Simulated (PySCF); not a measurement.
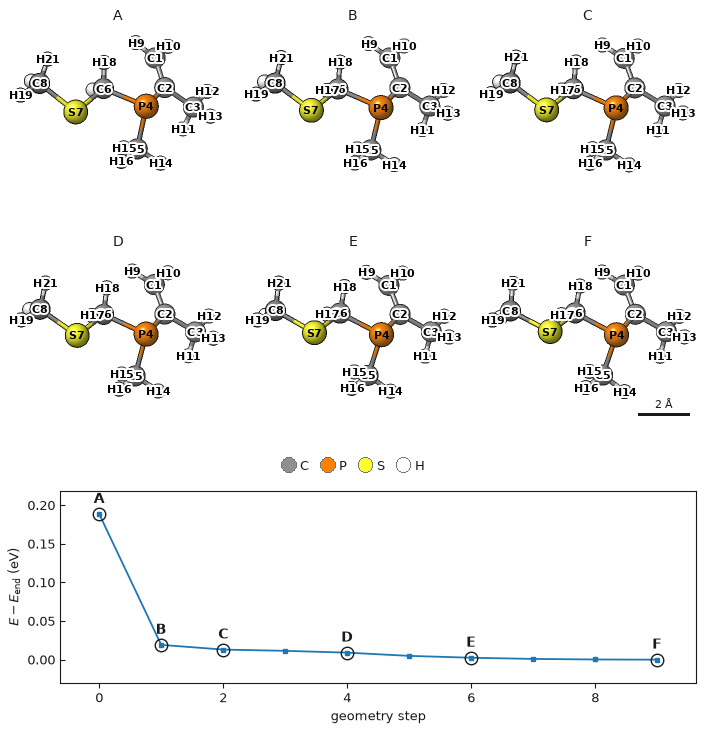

Frames of a relaxation of C₆H₁₃PS, marked on the history of the run. Style: ball-and-stick. Shown from a free direction.

The start comes from GFN2-xTB. Its atoms were then displaced at random by about 0.01 Å.

The calculation used PBE0-D3(BJ)/def2-SVP geometry optimisation, gas phase in PySCF 2.14.0, density-fitted response routines. 

Describe the path.

After 9 geometry steps the energy has fallen by 0.189 eV. The largest move after the best rigid fit is that of the S atom, 0.43 Å. By element the largest moves are S 0.43 Å, H 0.41 Å, C 0.25 Å, P 0.13 Å. Near-neighbour distances that change, for instance: C–C 1.309 → 1.340 Å, C–H 1.072 → 1.100 Å, C–S 1.837 → 1.811 Å, C–P 1.863 → 1.838 Å. Bond angles that change, for instance: S–C–H 107.7° → 111.5°, C–C–H 126.2° → 123.0°, H–C–H 113.4° → 116.4°. Groups turn about C–S by about 20°. From step 0 to 1: an H atom moves most (0.20 Å), energy −0.169 eV. From step 1 to 2: an H atom moves most (0.08 Å), energy −0.006 eV. From step 2 to 4: an H atom moves most (0.06 Å), energy −0.004 eV. From step 4 to 6: an H atom moves most (0.23 Å), energy −0.007 eV. From step 6 to 9: an H atom moves most (0.08 Å), energy −0.002 eV.

| step | E − E(0), eV |
| --- | --- |
| 0 | 0.0000 |
| 1 | -0.1694 |
| 2 | -0.1755 |
| 3 | -0.1771 |
| 4 | -0.1795 |
| 5 | -0.1836 |
| 6 | -0.1861 |
| 7 | -0.1876 |
| 8 | -0.1883 |
| 9 | -0.1885 |
